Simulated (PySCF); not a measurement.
Interaction-energy calculation of AlH₄O₄

The run: interaction-energy calculation of AlH₄O₄, multiplicity 2. Method and program: wB97M-D3(BJ)/def2-SVPD interaction energy, counterpoise and uncorrected, gas phase (PySCF 2.14.0).

The geometry comes from this level: PBE0-D3(BJ)/def2-SVPD.

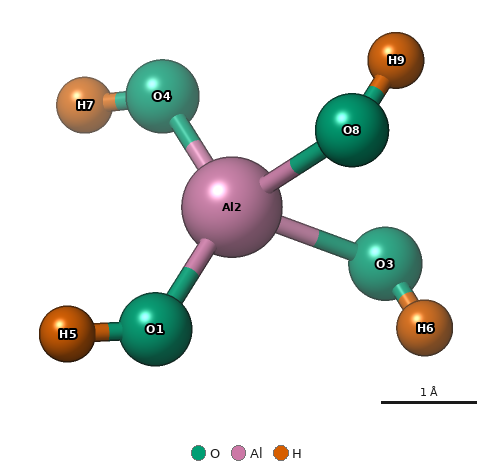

Figure 1. The structure (ball-and-stick view, seen at a tilt; atoms are numbered from 1 in the order of the input). Sticks mark near contacts. Bond lengths as drawn: Al–O 1.71 to 1.83 Å and H–O 0.95 to 0.97 Å.

### Input file
```
{"job": {"kind": "inter", "xc": "wB97M-D3(BJ)", "basis": "def2-SVPD", "pairs": false}, "charge": 0, "multiplicity": 2, "parts": [{"atoms": "0-6", "charge": 0, "multiplicity": 1}, {"atoms": "7-8", "charge": 0, "multiplicity": 2}]}
O     -1.450410     0.363268     0.722174
Al     0.205671    -0.077604     0.683497
O      0.467387    -1.321234    -0.634154
O      1.534438     0.987938     0.881250
H     -1.834840     1.129504     1.142294
H     -0.283123    -1.915220    -0.773072
H      1.541291     1.930292     0.727925
O      0.548078    -1.652731     1.551772
H      1.478787    -1.915419     1.549519
```

The first line tells a small driver script what to run in PySCF; the rest is the geometry in Å.

Machine: 1 CPU thread, shared host.

Run as:
```bash
OMP_NUM_THREADS=1 python <driver script> task.json out
```

### Log
```
part 1, own basis, geometry of the cluster
coarse grid: 29312 points
cycle   1  E = -469.6889130730  dE =  1.060e-01  |g| = 1.060e+00  |ddm| = 2.788e+00
cycle   2  E = -469.6322084667  dE =  5.670e-02  |g| = 1.251e+00  |ddm| = 2.443e+00
cycle   3  E = -469.9175206910  dE = -2.853e-01  |g| = 5.439e-02  |ddm| = 1.080e+00
cycle   4  E = -469.9181779236  dE = -6.572e-04  |g| = 3.301e-02  |ddm| = 9.425e-02
cycle   5  E = -469.9184007449  dE = -2.228e-04  |g| = 1.205e-02  |ddm| = 4.045e-02
cycle   6  E = -469.9184418129  dE = -4.107e-05  |g| = 1.615e-03  |ddm| = 1.542e-02
cycle   7  E = -469.9184444827  dE = -2.670e-06  |g| = 6.151e-04  |ddm| = 7.223e-03
final grid: 61632 points
cycle   8  E = -469.9184006517  dE = -2.115e-07  |g| = 6.243e-04  |ddm| = 3.105e-03
cycle   9  E = -469.9184006615  dE = -9.771e-09  |g| = 7.304e-04  |ddm| = 1.277e-03
cycle  10  E = -469.9184007605  dE = -9.900e-08  |g| = 6.319e-05  |ddm| = 5.707e-04
[... 2 cycles left out ...]
converged SCF energy = -469.9184007669

part 2, own basis, geometry of the cluster
coarse grid: 7656 points
[... 6 cycles left out ...]
final grid: 16584 points
[... 4 cycles left out ...]
converged SCF energy = -75.6930680718

part 1, own basis, relaxed alone
coarse grid: 29312 points
[... 6 cycles left out ...]
final grid: 61632 points
[... 5 cycles left out ...]
converged SCF energy = -469.9426722079

part 2, own basis, relaxed alone
coarse grid: 7656 points
[... 6 cycles left out ...]
final grid: 16584 points
[... 4 cycles left out ...]
converged SCF energy = -75.6931256338

cluster
final grid: 78216 points
[... 40 cycles left out ...]
converged SCF energy = -545.5844097329

cluster again from atomic densities
coarse grid: 78216 points
[... 7 cycles left out ...]
final grid: 78216 points
[... 8 cycles left out ...]
converged SCF energy = -545.6748348523

part 1 in the basis of the cluster
final grid: 78216 points
[... 6 cycles left out ...]
converged SCF energy = -469.9202176068

part 2 in the basis of the cluster
final grid: 78216 points
[... 1 cycle left out ...]
cycle   2  E = -75.6939640260  dE = -1.197e-05  |g| = 6.193e-04  |ddm| = 3.240e-02
cycle   3  E = -75.6939644024  dE = -3.764e-07  |g| = 2.454e-04  |ddm| = 6.236e-03
cycle   4  E = -75.6939644293  dE = -2.695e-08  |g| = 5.744e-05  |ddm| = 4.090e-04
cycle   5  E = -75.6939644339  dE = -4.529e-09  |g| = 2.194e-05  |ddm| = 2.875e-04
cycle   6  E = -75.6939644365  dE = -2.589e-09  |g| = 2.113e-05  |ddm| = 6.372e-05
cycle   7  E = -75.6939644396  dE = -3.152e-09  |g| = 2.094e-05  |ddm| = 7.533e-05
cycle   8  E = -75.6939644442  dE = -4.593e-09  |g| = 2.089e-05  |ddm| = 1.099e-04
cycle   9  E = -75.6939644478  dE = -3.623e-09  |g| = 2.089e-05  |ddm| = 8.664e-05
cycle  10  E = -75.6939644464  dE =  1.479e-09  |g| = 2.089e-05  |ddm| = 3.536e-05
cycle  11  E = -75.6939644470  dE = -6.814e-10  |g| = 2.089e-05  |ddm| = 1.628e-05
converged SCF energy = -75.6939644470

Interaction energy (kcal/mol)
  counterpoise      -39.478
  uncorrected       -41.183
  dispersion part    -1.418
  deformation        15.271
  binding           -24.207

Decomposition of the uncorrected value (kcal/mol)
  electrostatic     -53.085
  Pauli             107.145
  orbital           -93.825
  dispersion         -1.418

Charge of each part in the cluster: 0.232 -0.232
```

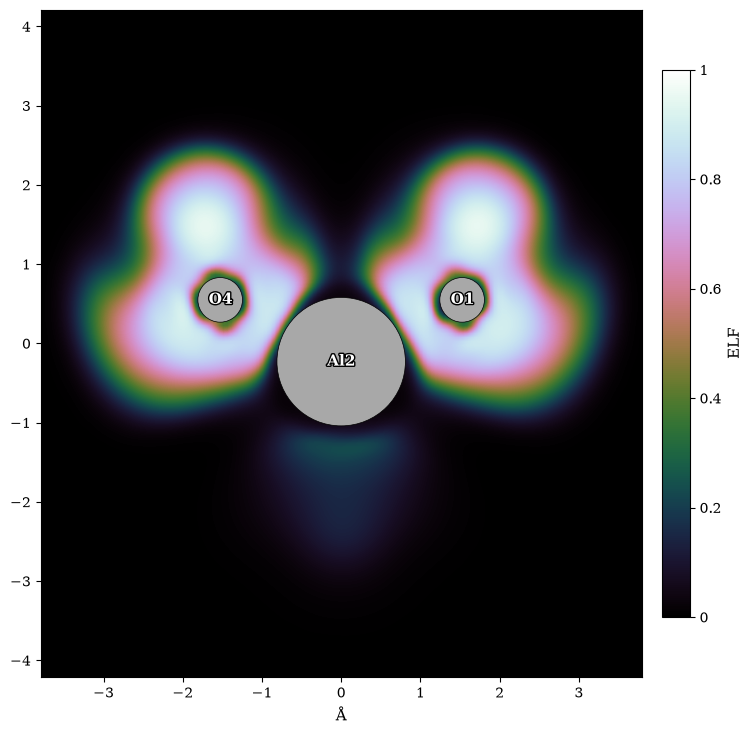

Figure 2. ELF on the plane of atoms O1, Al2 and O4. Grey discs, where drawn, cover atomic cores. Al–O (1.71 Å): the ELF peaks at about 0.90 in the valence shell of O, 0.6 Å from its nucleus, and is about 0.45 at the midpoint.

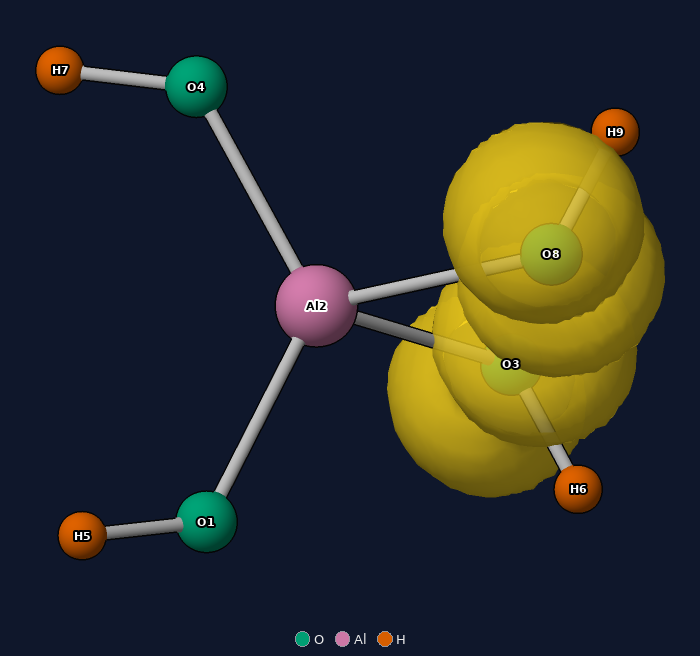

Figure 3. Isosurfaces of the spin density (α minus β) at +0.04 (yellow) and −0.04 e/Å³ (cyan), seen face on. The unpaired spin (1 electron) lies mostly on O3 (about 0.5) and O8 (about 0.5), in electrons by Hirshfeld's partition.

### Summary

```json
{"quantity": "outcome", "value": "converged"}
{"quantity": "total energy", "value": "−545.681706 hartree"}
{"quantity": "interaction energy, counterpoise-corrected", "value": "−39.48 kcal/mol"}
{"quantity": "⟨S²⟩", "value": "0.758"}
{"quantity": "dipole moment", "value": "0.21 D"}
{"quantity": "wall time", "value": "2.1 min"}
{"quantity": "peak memory", "value": "0.59 GiB"}
```
